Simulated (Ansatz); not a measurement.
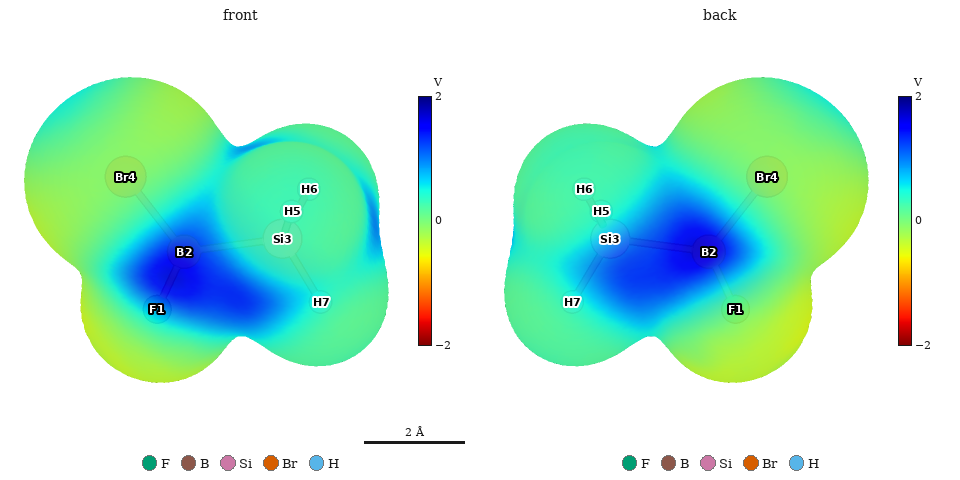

Figure. BBrFH3Si. The electrostatic potential painted on the density surface at 0.002 e/bohr³, seen from the front and from behind; red is negative and blue positive.

Method: RKS PBE0-D4/def2-SVP (Ansatz 0.2.0).

The calculation's input:

```
crystal:
  periodic: [false, false, false]
  atoms:
    - { symbol: F, position_ang: [-0.7847, -1.7172, 1.2334] }
    - { symbol: B, position_ang: [-0.695, -0.8356, 0.0543] }
    - { symbol: Si, position_ang: [0.5455, 0.6351, 0.0511] }
    - { symbol: Br, position_ang: [-1.7288, -1.1709, -1.5731] }
    - { symbol: H, position_ang: [-1.58596, -0.19347, 0.45774] }
    - { symbol: H, position_ang: [0.2302, 1.5891, 1.1397] }
    - { symbol: H, position_ang: [1.9586, 0.1082, 0.2957] }
basis:
  gaussian: { orbitals: def2-SVP }
hamiltonian:
  xc: pbe0
  dispersion: d4
relax:
  f_tol: 0.02
  max_steps: 50
output:
  orbitals: {}
```

Launched as:

```sh
ansatz run input.yaml --threads 2 --pin off --max-ram 3072MiB --backend cpu --events-out ev --progress --plain --runs-dir out
```

The fields are those of the relaxed geometry.

**Describe the electrostatic potential map.**

The most negative region (about −0.5 V) lies over F1, the most positive (about +1.6 V) over B2. Br4 shows a σ-hole: about +0.5 V at the tip opposite its bond, against about −0.2 V on its flanks.
